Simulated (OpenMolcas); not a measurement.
# Ru²⁺ among point charges: CASSCF and CASPT2 levels and susceptibility

Aim: the splitting of the states of Ru²⁺ in the field of 6 point charges, its lowest levels with spin-orbit coupling and its magnetic susceptibility.

Program: OpenMolcas 26.06. Level of theory: state-averaged CASSCF and CASPT2, spin-orbit coupling by RASSI with atomic mean-field integrals. These are calculated values, not measurements, unless marked.

**1. The atom as given**

- Species: Ru²⁺ (ruthenium, Z = 44, 42 electrons)
- Basis: ANO-RCC-VDZP [6s5p3d1f], 43 functions
- Scalar Hamiltonian: DKH2, point nucleus
- Inactive shells: 1s 2s 2p 3s 3p 3d 4s 4p
- Active space: 6 electrons in 5 orbitals (4d)
- Some configurations of this space: 4d6
- Orbitals: optimised for each spin and parity, averaged over all roots

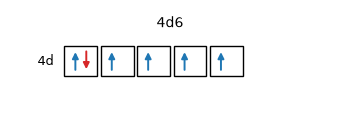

Outer shells as boxes.

The ion sits among 6 point charges of -1.7 e arranged as an octahedron (Oh), 2.25 Å from the ion.

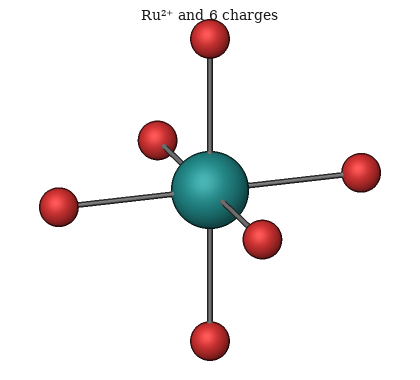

The ion and the point charges (red).

Each step is its own input file, run in one work folder so that later steps find the files of earlier ones. Labels, J, g values, rates, χT and fits are worked out afterwards by a script from the matrices that RASSI stores. The input lists half of the charges; inversion (Group=XYZ) makes the rest.

**2. Basis and integrals**

File a.inp:

```
&GATEWAY
Coord
1

Ru 0.0 0.0 0.0
Basis=ANO-RCC-VDZP
Group=XYZ
NoMove
AngMom=0.0 0.0 0.0
AMFI
XField
3 Angstrom 0
2.250000 0.000000 0.000000 -1.700000
0.000000 2.250000 0.000000 -1.700000
0.000000 0.000000 2.250000 -1.700000
&SEWARD
```

Run with:

```
$ OMP_NUM_THREADS=1 MOLCAS_MEM=1689 MOLCAS_PROJECT=a pymolcas a.inp > a.log
```

The program printed:

```text
Basis set label: RU.ANO-RCC...6S5P3D1F.

      Electronic valence basis set:
      ------------------
      Associated Effective Charge  44.000000 au
      Associated Actual Charge     44.000000 au
      Nuclear Model: Point charge

      Shell  nPrim  nBasis  Cartesian Spherical Contaminant
         s      21       6        X
         p      18       5        X
         d      13       3                 X
         f       6       1                 X
                  Relativistic Douglas-Kroll-Hess integrals:
                    - DKH order of Hamiltonian: 2
                    - DKH order of Properties : 0
                  Atomic mean-field integrals
```

**3. Reference wave functions, quintets of even parity, 5 roots**

File a.inp:

```
&RASSCF
FileOrb=start.orb
Symmetry=1
Spin=5
nActEl=6 0 0
Inactive=9 9
Ras2=5 0
CIRoot=5 5 1
SDav=5
CIMx=300
Iter=120 100
PrWF=0.3
OrbListing=Nothing
MaxOrb=0
>>> COPY $Project.JobIph JOB001
```

Run with:

```
$ OMP_NUM_THREADS=1 MOLCAS_MEM=1689 MOLCAS_PROJECT=a pymolcas a.inp > a.log
```

start.orb holds the contracted functions of the basis, ordered by shell, or the orbitals of the step before.

The program printed, cut to the lines that bear on the results:

```text
[...]
      Number of active orbitals                  5
[...]
      Spin quantum number                      2.0
[...]
      Active orbitals                            5   0
[...]
      Number of CSFs                             5
      Number of root(s) required                 5
[...]
      Convergence after  8 iterations
[...]
      Natural orbitals and occupation numbers for root  1
      sym 1:   1.000000   2.000000   1.000000   1.000000   1.000000
      Natural orbitals and occupation numbers for root  2
      sym 1:   1.000000   1.000000   1.000000   2.000000   1.000000
      Natural orbitals and occupation numbers for root  3
      sym 1:   2.000000   1.000000   1.000000   1.000000   1.000000
::    RASSCF root number  1 Total energy:  -4531.37468075
::    RASSCF root number  2 Total energy:  -4531.37468075
::    RASSCF root number  3 Total energy:  -4531.37468075
::    RASSCF root number  4 Total energy:  -4531.33967120
::    RASSCF root number  5 Total energy:  -4531.33967120
```

**4. CASSCF: triplets of even parity, 45 roots**

File a.inp:

```
&RASSCF
FileOrb=start.orb
Symmetry=1
Spin=3
nActEl=6 0 0
Inactive=9 9
Ras2=5 0
CIRoot=45 45 1
SDav=45
CIMx=300
Iter=120 100
PrWF=0.3
OrbListing=Nothing
MaxOrb=0
>>> COPY $Project.JobIph JOB002
```

The program printed, cut to the lines that bear on the results:

```text
[...]
      Number of active orbitals                  5
[...]
      Spin quantum number                      1.0
[...]
      Active orbitals                            5   0
[...]
      Number of CSFs                            45
      Number of root(s) required                45
[...]
      Convergence after  7 iterations
[...]
      Natural orbitals and occupation numbers for root  1
      sym 1:   1.926341   1.043426   0.071591   1.925110   1.033531
      Natural orbitals and occupation numbers for root  2
      sym 1:   1.906966   1.926732   0.091588   1.061572   1.013142
      Natural orbitals and occupation numbers for root  3
      sym 1:   1.926713   1.060648   1.014177   1.907888   0.090574
::    RASSCF root number  1 Total energy:  -4531.31853541
::    RASSCF root number  2 Total energy:  -4531.31853541
::    RASSCF root number  3 Total energy:  -4531.31853541
[...]
::    RASSCF root number 27 Total energy:  -4531.24658062
::    RASSCF root number 28 Total energy:  -4531.24140534
::    RASSCF root number 29 Total energy:  -4531.24140534
::    RASSCF root number 30 Total energy:  -4531.24140534
```

**5. CASSCF: singlets of even parity, 50 roots**

File a.inp:

```
&RASSCF
FileOrb=start.orb
Symmetry=1
Spin=1
nActEl=6 0 0
Inactive=9 9
Ras2=5 0
CIRoot=50 50 1
SDav=50
CIMx=300
Iter=120 100
PrWF=0.3
OrbListing=Nothing
MaxOrb=0
>>> COPY $Project.JobIph JOB003
```

The program printed, cut to the lines that bear on the results:

```text
[...]
      Number of active orbitals                  5
[...]
      Spin quantum number                      0.0
[...]
      Active orbitals                            5   0
[...]
      Number of CSFs                            50
      Number of root(s) required                50
[...]
      Convergence after  6 iterations
[...]
      Natural orbitals and occupation numbers for root  1
      sym 1:   1.948993   0.076511   0.076511   1.948993   1.948993
      Natural orbitals and occupation numbers for root  2
      sym 1:   1.818145   0.860995   1.963865   0.208112   1.148883
      Natural orbitals and occupation numbers for root  3
      sym 1:   1.962491   0.218370   0.850669   1.809008   1.159461
::    RASSCF root number  1 Total energy:  -4531.30687452
::    RASSCF root number  2 Total energy:  -4531.28371123
::    RASSCF root number  3 Total energy:  -4531.28371123
[...]
::    RASSCF root number 27 Total energy:  -4531.19374715
::    RASSCF root number 28 Total energy:  -4531.19374715
::    RASSCF root number 29 Total energy:  -4531.19208168
::    RASSCF root number 30 Total energy:  -4531.18366422
```

**6. State interaction with spin-orbit coupling**

File a.inp:

```
&RASSI
NrOfJobIphs=3 5 45 50
1 2 3 4 5
1 2 3 4 5 6 7 8 9 10 11 12 13 14 15 16 17 18 19 20 21 22 23 24 25 26 27
28 29 30 31 32 33 34 35 36 37 38 39 40 41 42 43 44 45
1 2 3 4 5 6 7 8 9 10 11 12 13 14 15 16 17 18 19 20 21 22 23 24 25 26 27
28 29 30 31 32 33 34 35 36 37 38 39 40 41 42 43 44 45 46 47 48 49 50
IphNames
JOB001
JOB002
JOB003
EJob
SpinOrbit
DIPRint=1.0
SOCoupling=1000.0
Subsets=2
Property=9
'ANGMOM' 1 'ANGMOM' 2 'ANGMOM' 3 'MLTPL  1' 1 'MLTPL  1' 2 'MLTPL  1' 3
'AMFI' 1 'AMFI' 2 'AMFI' 3
SOProperty=3
'ANGMOM' 1 'ANGMOM' 2 'ANGMOM' 3
```

The program printed, cut to the lines that bear on the results:

```text
SPIN-FREE ENERGIES:
  (Shifted by EMIN (a.u.) =      -4531.3746807491)
 SF State       Relative EMIN(au)   Rel lowest level(eV)    D:o, cm**(-1)      L_eff
     1             0.0000000000        0.0000000000              0.0000         2.0
     2             0.0000000000        0.0000000000              0.0000         2.0
     3             0.0000000000        0.0000000000              0.0000         2.0
     4             0.0350095446        0.9526582399           7683.7069         2.0
     5             0.0350095446        0.9526582399           7683.7069         2.0
     6             0.0561453404        1.5277925429          12322.4779         4.0
     7             0.0561453404        1.5277925429          12322.4779         4.0
     8             0.0561453404        1.5277925429          12322.4779         4.0
    51             0.0678062290        1.8451014868          14881.7471         4.8
    10             0.0688900989        1.8745950908          15119.6291         4.4
[...]
Eigenvalues of complex Hamiltonian:
   -----------------------------------
  (Shifted by EMIN (a.u.) =      -4531.3746807491)
 SO State       Relative EMIN(au)   Rel lowest level(eV)    D:o, cm**(-1)     J-value
     1            -0.0044927872        0.0000000000              0.0000         3.2
     2            -0.0044927872        0.0000000000              0.0000         3.0
     3            -0.0044927872        0.0000000000              0.0000         2.9
     4            -0.0027273985        0.0480386726            387.4580         2.6
     5            -0.0027273985        0.0480386726            387.4580         2.9
     6            -0.0023412451        0.0585464432            472.2089         2.1
     7            -0.0023412451        0.0585464432            472.2089         3.0
     8            -0.0023412451        0.0585464432            472.2089         3.0
     9            -0.0002435557        0.1156274780            932.5985         2.3
    10             0.0008328251        0.1449172935           1168.8368         1.9
    11             0.0008328251        0.1449172935           1168.8368         2.3
[...]
```

Time for these steps: 24 s (1 thread of Arm Neoverse V1, shared host).

States without spin-orbit coupling:

```
state  degeneracy  E (cm-1)  free-ion L (%)
  5T2           3         0         D (100)
   5E           2      7684         D (100)
  3T1           3     12322          H (54)
  1A1           1     14882          G (51)
  3T2           3     15120          H (60)
  3T1           3     17815          H (68)
  3T2           3     19642          G (71)
  1T1           3     19966          I (63)
   3E           2     20055          H (57)
  3T1           3     20766          P (49)
  3T2           3     24031          F (70)
  3A2           1     24470         F (100)
  1T2           3     24626          I (92)
  3T1           3     25431          H (48)
   3E           2     26046          G (54)
   1E           2     26823          G (72)
  1A1           1     27541          I (51)
  3A1           1     28115         G (100)
  1T2           3     28755          I (43)
  3T2           3     29251          D (74)
  1T1           3     29848          G (60)
  1A2           1     30126          I (92)
  3T1           3     31020          G (35)
   3E           2     33036          D (90)
```

With spin-orbit coupling:

```json
{"E (cm-1)": "0.0", "Degeneracy": "3", "Label": "T2", "2S+1": "5"}
{"E (cm-1)": "387.5", "Degeneracy": "2", "Label": "E", "2S+1": "5"}
{"E (cm-1)": "472.2", "Degeneracy": "3", "Label": "T1", "2S+1": "5"}
{"E (cm-1)": "932.6", "Degeneracy": "1", "Label": "A1", "2S+1": "5"}
{"E (cm-1)": "1169", "Degeneracy": "3", "Label": "T1", "2S+1": "5"}
{"E (cm-1)": "1284", "Degeneracy": "3", "Label": "T2", "2S+1": "5"}
{"E (cm-1)": "8510", "Degeneracy": "1", "Label": "A2", "2S+1": "5"}
{"E (cm-1)": "8517", "Degeneracy": "3", "Label": "T2", "2S+1": "5"}
{"E (cm-1)": "8525", "Degeneracy": "2", "Label": "E", "2S+1": "5"}
{"E (cm-1)": "8561", "Degeneracy": "3", "Label": "T1", "2S+1": "5"}
{"E (cm-1)": "8592", "Degeneracy": "1", "Label": "A1", "2S+1": "5"}
{"E (cm-1)": "12251", "Degeneracy": "1", "Label": "A1", "2S+1": "3"}
{"E (cm-1)": "12575", "Degeneracy": "2", "Label": "E", "2S+1": "3"}
{"E (cm-1)": "12754", "Degeneracy": "3", "Label": "T2", "2S+1": "3"}
{"E (cm-1)": "13625", "Degeneracy": "3", "Label": "T1", "2S+1": "3"}
{"E (cm-1)": "15392", "Degeneracy": "3", "Label": "T1", "2S+1": "3"}
{"E (cm-1)": "15880", "Degeneracy": "2", "Label": "E", "2S+1": "3"}
{"E (cm-1)": "16043", "Degeneracy": "3", "Label": "T2", "2S+1": "3"}
{"E (cm-1)": "16054", "Degeneracy": "1", "Label": "A2", "2S+1": "3"}
{"E (cm-1)": "17291", "Degeneracy": "1", "Label": "A1", "2S+1": "1"}
{"E (cm-1)": "18186", "Degeneracy": "3", "Label": "T1", "2S+1": "3"}
{"E (cm-1)": "18230", "Degeneracy": "2", "Label": "E", "2S+1": "3"}
{"E (cm-1)": "18500", "Degeneracy": "3", "Label": "T2", "2S+1": "3"}
{"E (cm-1)": "18953", "Degeneracy": "1", "Label": "A1", "2S+1": "3"}
```

The table of states holds 24 of 43 computed; the rest, higher up, is left out.

Powder χT (cm³ K/mol): 3.27 at 2 K, 3.28 at 5 K, 3.31 at 10 K, 3.37 at 20 K, 3.54 at 50 K, 3.82 at 100 K, 4.05 at 150 K, 4.21 at 200 K, 4.31 at 250 K, 4.37 at 300 K.

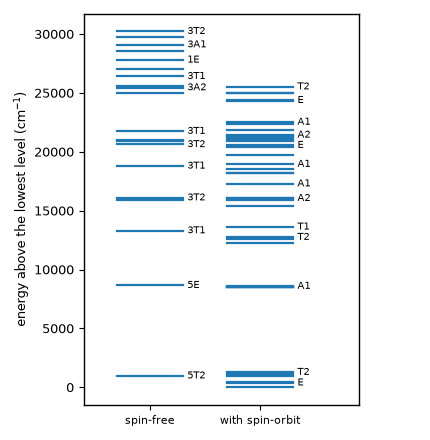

The states in the field without (left) and with (right) spin-orbit coupling.

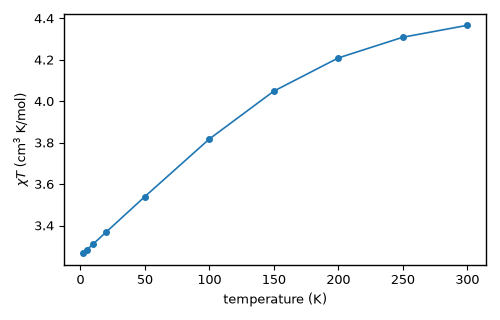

χT against temperature.

**7. CASPT2: IPEA 0.25, imaginary shift 0.1 (closed shells correlated: 4s 4p)**

File a.inp:

```
>>> COPY JOB001 $Project.JobIph
&CASPT2
Multistate=5 1 2 3 4 5
NoMult
Frozen=8 6
IPEA=0.25
Imaginary=0.1
MaxIter=60
WThr=0.0 0.3 0.05
PrWF=0.5
NoMix
>>> COPY JOB002 $Project.JobIph
&CASPT2
Multistate=45 1 2 3 4 5 6 7 8 9 10 11 12 13 14 15 16 17 18 19 20 21 22
23 24 25 26 27 28 29 30 31 32 33 34 35 36 37 38 39 40 41 42 43 44 45
NoMult
Frozen=8 6
IPEA=0.25
Imaginary=0.1
MaxIter=60
WThr=0.0 0.3 0.05
PrWF=0.5
NoMix
>>> COPY JOB003 $Project.JobIph
&CASPT2
Multistate=50 1 2 3 4 5 6 7 8 9 10 11 12 13 14 15 16 17 18 19 20 21 22
23 24 25 26 27 28 29 30 31 32 33 34 35 36 37 38 39 40 41 42 43 44 45 46
47 48 49 50
NoMult
Frozen=8 6
IPEA=0.25
Imaginary=0.1
MaxIter=60
WThr=0.0 0.3 0.05
PrWF=0.5
NoMix
```

The program printed, cut to the lines that bear on the results:

```text
[...]
      Active orbitals                            5   0
[...]
      E2 (Variational):          -0.2951820077
      Total energy:           -4531.6698627568
[...]
::    CASPT2 Root  1     Total energy:  -4531.66986276
::    CASPT2 Root  2     Total energy:  -4531.66986640
[...]
::    CASPT2 Root 27     Total energy:  -4531.50667631
::    CASPT2 Root 28     Total energy:  -4531.50699354
::    CASPT2 Root 29     Total energy:  -4531.50679995
::    CASPT2 Root 30     Total energy:  -4531.49717327
```

This run: 7.3 s of run time, 1 thread of Arm Neoverse V1, shared host.

SS-CASPT2: lowest energy less the reference's lowest, -0.2952 hartree; reference weights 0.921 to 0.937.

Spin-free states, with their symmetry labels:

```
state  degeneracy  E (cm-1)  free-ion L (%)
  5T2           3         0         D (100)
   5E           2      8350         D (100)
  3T1           3     11332          H (54)
  3T2           3     13819          H (60)
  1A1           1     13861          G (51)
  3T1           3     16779          H (68)
  3T2           3     18010          G (71)
  1T1           3     18523          I (63)
  3T1           3     18620          P (49)
   3E           2     18727          H (57)
  3T2           3     21782          F (70)
  3A2           1     22468         F (100)
  1T2           3     23098          I (92)
  3T1           3     24524          H (48)
   1E           2     24924          G (72)
   3E           2     25138          G (54)
  1A1           1     25149          I (51)
  1T2           3     26067          I (43)
  3T2           3     26636          D (74)
  3A1           1     26801         G (100)
  1T1           3     27761          G (60)
  1A2           1     28809          I (92)
  3T1           3     29912          G (35)
   3E           2     30407          D (90)
```

With spin-orbit coupling:

| E (cm-1) | Degeneracy | Label | 2S+1 |
| --- | --- | --- | --- |
| 0 | 3 | T2 | 5 |
| 390 | 2 | E | 5 |
| 480 | 3 | T1 | 5 |
| 940 | 1 | A1 | 5 |
| 1170 | 3 | T1 | 5 |
| 1280 | 3 | T2 | 5 |
| 9130 | 2 | E | 5 |
| 9140 | 3 | T2 | 5 |
| 9160 | 1 | A2 | 5 |
| 9170 | 3 | T1 | 5 |
| 9190 | 1 | A1 | 5 |
| 11230 | 1 | A1 | 3 |
| 11570 | 2 | E | 3 |
| 11760 | 3 | T2 | 3 |
| 12620 | 3 | T1 | 3 |
| 14130 | 3 | T1 | 3 |
| 14600 | 2 | E | 3 |
| 14750 | 3 | T2 | 3 |
| 14750 | 1 | A2 | 3 |
| 16260 | 1 | A1 | 1 |
| 17050 | 2 | E | 3 |
| 17090 | 3 | T1 | 3 |
| 17410 | 3 | T2 | 3 |
| 17940 | 1 | A1 | 3 |

Powder χT (cm³ K/mol): 3.25 at 2 K, 3.27 at 5 K, 3.30 at 10 K, 3.35 at 20 K, 3.52 at 50 K, 3.80 at 100 K, 4.03 at 150 K, 4.19 at 200 K, 4.28 at 250 K, 4.34 at 300 K.

**8. The methods side by side**

A. CASSCF
B. SS-CASPT2, IPEA 0.25, imaginary shift 0.1 (closed shells correlated: 4s 4p)

```
method  ground state  first state of that spin (cm-1)  first gap with spin-orbit (cm-1)  χT at 300 K
     A           5T2                          5E 7684                             387.5         4.37
     B           5T2                          5E 8350                             387.7         4.34
```

**9. Outcome**

```
                                            quantity                                                                        value
                                              method  SS-CASPT2, IPEA 0.25, imaginary shift 0.1 (closed shells correlated: 4s 4p)
                              spin-free ground state                                              5T2, 3-fold in its orbital part
first state of the same spin within the active space                                                              5E at 8350 cm⁻¹
                                        lowest level                                                                    3-fold T2
                                          next level                                                                   387.7 cm⁻¹
                                         χT at 300 K                                                               4.34 cm³ K/mol
                           effective moment at 300 K                                                                      5.89 μB
```

Cost by method:

```
                                              method  time of its own steps  time with the reference
                                           A. CASSCF                   24 s                     24 s
B. SS-CASPT2, IPEA 0.25, imaginary shift 0.1, +4s 4p                  7.3 s                     32 s
```

Times are of one thread on a shared host.

What this shows: The spin-free ground state (5T2) comes to 100 % from free-ion D terms and keeps the highest spin of the shell. χT at 300 K is 4.34, against 3.01 cm³ K/mol for the spin alone, so orbital moment adds to it. An active space of the d shell alone favours high spin; real ions in strong fields can be low spin. CASPT2 does not keep the components of a term degenerate, and the means are used. The field of point charges can differ much from that of real complexes. With metal d orbitals alone active, the gaps between spin states are rough; where two lie within a few thousand cm-1, their order is open. This is an electrostatic model: the charges have no orbitals.
